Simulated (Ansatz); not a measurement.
# Run report: C2H8SSi, single-point calculation

C2H8SSi, computed with RKS HSE06-d3bj/6-31G* (Ansatz 0.2.0).

Some settings of this run were made unusual or wrong on purpose. The geometry comes from this level: PBE0-D4/def2-TZVP.

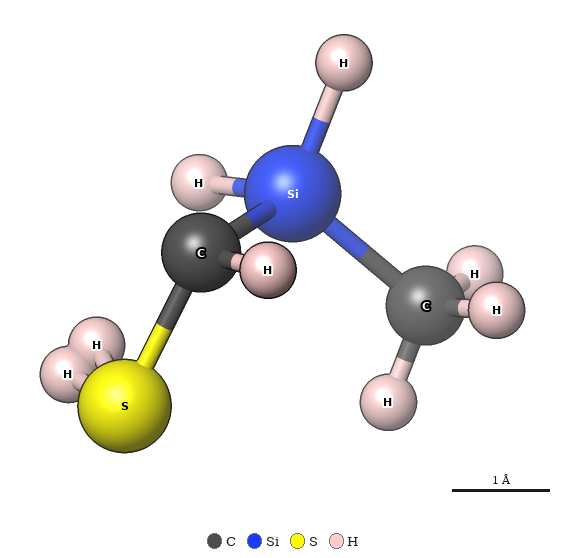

*The structure as given in the input (ball-and-stick view, seen at an oblique angle).*

Bond lengths as drawn: C–H 1.09 Å, C–S 1.81 Å, C–Si 1.87 to 1.88 Å, H–H 0.42 Å, H–S 1.34 to 1.39 Å and H–Si 1.49 Å.

Outcome:

- outcome: converged
- total energy: −20893.6113 eV
- mean-field energy: −20893.4066 eV
- dispersion energy: −0.2047 eV
- largest force (length of the vector): 43.964 eV/Å
- dipole moment: 2.59 D
- hardware: 4 threads of Arm Neoverse V2, 23 GiB of memory available, shared host
- wall time: 1.1 s (CPU time 3.2 s)
- peak memory: 0.5 GiB

What went wrong:

A setting was made wrong on purpose: two atoms are placed far too close. The program still converged, but the numbers can't be taken as results for the intended system.

Input file:
```yaml
crystal:
  periodic: [false, false, false]
  atoms:
    - {symbol: C, position_ang: [-1.139853, 1.257353, -0.111155]}
    - {symbol: Si, position_ang: [-0.069360, 0.065912, 0.844697]}
    - {symbol: C, position_ang: [1.315806, -0.617781, -0.229139]}
    - {symbol: S, position_ang: [0.672495, -1.569365, -1.633212]}
    - {symbol: H, position_ang: [-1.539952, 0.776220, -1.005876]}
    - {symbol: H, position_ang: [-1.976630, 1.604212, 0.499191]}
    - {symbol: H, position_ang: [-0.563181, 2.131844, -0.422467]}
    - {symbol: H, position_ang: [-0.873686, -1.093844, 1.325437]}
    - {symbol: H, position_ang: [0.526448, 0.738753, 2.035674]}
    - {symbol: H, position_ang: [1.873726, 0.210371, -0.675008]}
    - {symbol: H, position_ang: [-0.177119, -2.043818, -0.637976]}
    - {symbol: H, position_ang: [-0.177119, -2.343818, -0.937976]}
basis:
  gaussian: {orbitals: "6-31G*"}
hamiltonian: {xc: {name: HSE06}, dispersion: d3bj}
scf: {lower_state_search: off}
output: {forces: true}
```

Command:
```bash
ansatz run in.yaml --threads 4 --pin off --events-out ev --progress --plain --max-ram 10444MiB
```

The program's output:
```
Functional definition: HSE06
  name "HSE06"
  cite "Heyd, Scuseria & Ernzerhof, J. Chem. Phys. 118, 8207 (2003) doi:10.1063/1.1564060"
  cite "Krukau, Vydrov, Izmaylov & Scuseria, J. Chem. Phys. 125, 224106 (2006) doi:10.1063/1.2404663"
  cite "Heyd & Scuseria, J. Chem. Phys. 120, 7274 (2004) doi:10.1063/1.1668634"
  cite "Ernzerhof & Perdew, J. Chem. Phys. 109, 3313 (1998) doi:10.1063/1.476928"
  cite "Perdew, Burke & Ernzerhof, Phys. Rev. Lett. 77, 3865 (1996) doi:10.1103/PhysRevLett.77.3865"
  parent pbe
  parameter a = 0.25
  parameter omega = 0.11/bohr
  # The whole range is PBE's own exchange, as in plane waves. The composition of these papers is wPBEh.
  exchange = pbe_x - a*pbe_x_sr(omega) + a*exact_x_sr(omega)
  correlation = pbe_c
these checks for a lower state are left out or cut short: stability, starts, cluster_reference, orbital_swaps, neighbouring_geometries, increment
875 factors; integrals over basis functions are off by at most 5.8e-4 eV
124 factors; integrals over basis functions are off by at most 3.4e-7 eV
mean field evaluation 1: about -20884.1148 eV, gradient 5.9e1 eV
mean field evaluation 2: about -20850.5827 eV, gradient 1.1e2 eV
mean field evaluation 4: about -20892.7621 eV, gradient 8.4e0 eV
mean field evaluation 8: about -20893.0262 eV, gradient 6.7e-1 eV
mean field evaluation 16: about -20893.4066 eV, gradient 3.1e-4 eV
mean field -20893.40661754 eV, -767.8185311349 hartree, gradient 9.4e-6 eV, S^2 0.000000; 0 other end points of the search recorded, 0 dependent functions left out
the calculation of the forces begins
reference -20893.40664998 eV, -767.8185323271 hartree; 25, 25 occupied and 59, 59 virtual orbitals, 875 factors
Total energy: -20893.61132178 eV, -767.8260538769 hartree
Atom 0 at    -1.139853     1.257353    -0.111155 Å, force    -0.582257     0.163013     0.305454 eV/Å
Atom 1 at    -0.069360     0.065912     0.844697 Å, force     0.959324     0.432515    -0.587424 eV/Å
Atom 2 at     1.315806    -0.617781    -0.229139 Å, force    -0.949600    -0.073340     0.423944 eV/Å
Atom 3 at     0.672495    -1.569365    -1.633212 Å, force     4.664012     4.736035    -5.224099 eV/Å
Atom 4 at    -1.539952     0.776220    -1.005876 Å, force    -0.065965    -0.014575    -0.127244 eV/Å
Atom 5 at    -1.976630     1.604212     0.499191 Å, force    -0.235092     0.160857    -0.068152 eV/Å
Atom 6 at    -0.563181     2.131844    -0.422467 Å, force     0.086754     0.016247    -0.005886 eV/Å
Atom 7 at    -0.873686    -1.093844     1.325437 Å, force    -0.178751    -0.288264    -0.042097 eV/Å
Atom 8 at     0.526448     0.738753     2.035674 Å, force    -0.008278    -0.058784     0.013779 eV/Å
Atom 9 at     1.873726     0.210371    -0.675008 Å, force     0.840916    -0.496613    -0.014719 eV/Å
Atom 10 at    -0.177119    -2.043818    -0.637976 Å, force    -2.240258    28.957827    33.003290 eV/Å
Atom 11 at    -0.177119    -2.343818    -0.937976 Å, force    -2.290806   -33.534919   -27.676846 eV/Å
Dipole moment:    -0.421569    -0.184454    -0.282468 e Å
Checks for a lower state left out: stability, starts, cluster_reference, orbital_swaps, neighbouring_geometries, increment
```
